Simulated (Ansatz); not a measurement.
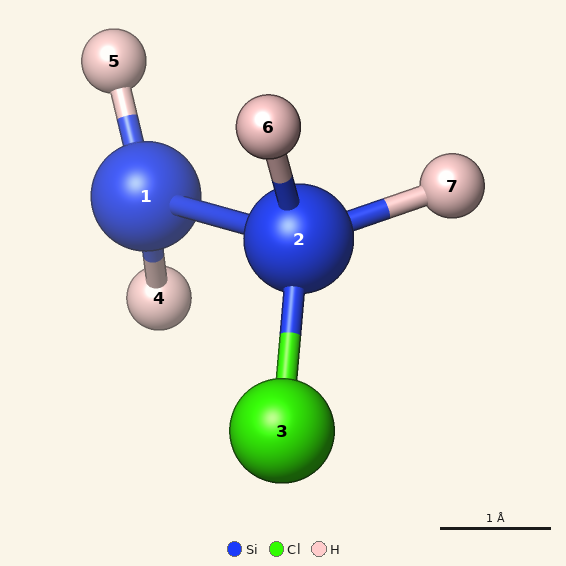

Source: calculation with Ansatz.

Orthographic view. Distant atoms are faded towards the background colour. State: neutral, doublet. Geometry: atoms displaced at random (about 0.12 Å) from a stationary point of PBE0-D4.

Write a Z-matrix (Å, degrees) in the order of the atom numbers, with these reference atoms: 2 to 1; 3 to 2, 1; 4 to 1, 2, 3; 5 to 1, 4, 2; 6 to 2, 3, 1; 7 to 2, 6, 3.

```
Si 
Si   1   2.370
Cl   2   1.872   1   111.6
H    1   1.578   2   119.5   3   -55.0
H    1   1.303   4   114.1   2   146.0
H    2   1.534   3   112.0   1   124.7
H    2   1.529   6    96.9   3  -122.5
```
